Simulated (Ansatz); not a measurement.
# CH₆BFSeSi: how energies converge with the basis set

Aim: see how fast density functionals converge with the basis set for CH₆BFSeSi.

Method: one geometry, several basis sets; program: Ansatz 0.2.0, Gaussian basis.

The runs, in order: PBE0-D4/def2-SVP; ωB97M-V/def2-SVP; PBE0-D4/def2-QZVPP; ωB97M-V/def2-QZVPP; the functionals' def2-TZVPP values are taken from earlier runs.

## (1) Structure used throughout

An earlier PBE0-D4 in a triple-zeta def2 set relaxation fixed the geometry.

11 atoms, charge 0, spin multiplicity 1.

Atoms are counted from 1 here; the program's logs count them from 0.

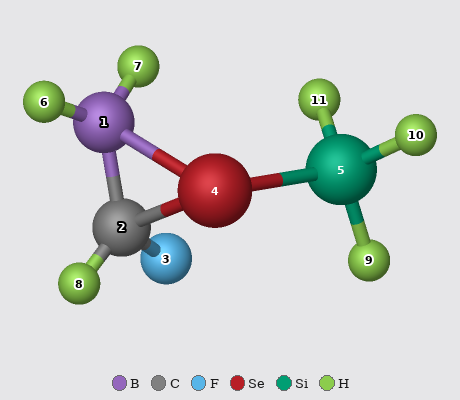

The geometry (boron purple, carbon grey, fluorine blue, selenium red, silicon teal, hydrogen green); atoms are numbered from 1 in the order of the file.

As a file:

```xyz
11
CH6BFSeSi
B    -1.01193    1.28439    0.41370
C    -1.42013    0.04027   -0.39251
F    -0.85295   -0.24357   -1.58929
Se   -0.30589   -0.70105    1.17848
Si    1.66792   -0.85859    0.00668
H    -1.77303    1.66649    1.25196
H    -0.08300    1.93783    0.04906
H    -2.38767   -0.45081   -0.32000
H     1.54431   -1.88818   -1.04990
H     2.64458   -1.29806    1.03313
H     2.04319    0.45417   -0.56071
```

## (2) PBE0-D4 in def2-SVP

The input, in.yaml:

```yaml
crystal:
  periodic: [false, false, false]
  atoms:
    - {symbol: B, position_ang: [-1.011926, 1.284386, 0.413701]}
    - {symbol: C, position_ang: [-1.420125, 0.040273, -0.392508]}
    - {symbol: F, position_ang: [-0.852951, -0.243565, -1.589294]}
    - {symbol: Se, position_ang: [-0.305887, -0.701049, 1.178481]}
    - {symbol: Si, position_ang: [1.667918, -0.858586, 0.006681]}
    - {symbol: H, position_ang: [-1.773030, 1.666488, 1.251959]}
    - {symbol: H, position_ang: [-0.083001, 1.937831, 0.049057]}
    - {symbol: H, position_ang: [-2.387673, -0.450811, -0.320002]}
    - {symbol: H, position_ang: [1.544310, -1.888177, -1.049904]}
    - {symbol: H, position_ang: [2.644578, -1.298062, 1.033133]}
    - {symbol: H, position_ang: [2.043186, 0.454170, -0.560705]}
basis:
  gaussian: {orbitals: def2-SVP}
hamiltonian: {xc: pbe0, dispersion: d4}
output: {orbitals: {seedname: orbitals}}
```

The runs that follow: ωB97M-V in def2-SVP; PBE0-D4 in def2-QZVPP; ωB97M-V in def2-QZVPP.

**Question.** What will the summary of the whole plan be? Wanted: PBE0-D4: double and triple zeta above quadruple; ωB97M-V: double and triple zeta above quadruple.

The runs gave:

```
                                       quantity           value
PBE0-D4: double and triple zeta above quadruple  17.95, 1.88 eV
ωB97M-V: double and triple zeta above quadruple  18.07, 1.80 eV
```

For PBE0-D4 the step from double to triple zeta gains 16.07 eV and the next only 1.88 eV. These are total energies; as a rule much of such shifts cancels in differences, which this series doesn't test. The LUMO of ωB97M-V is positive and keeps falling with the basis (1.41 to 0.90 eV): an unbound level that the basis holds in place.
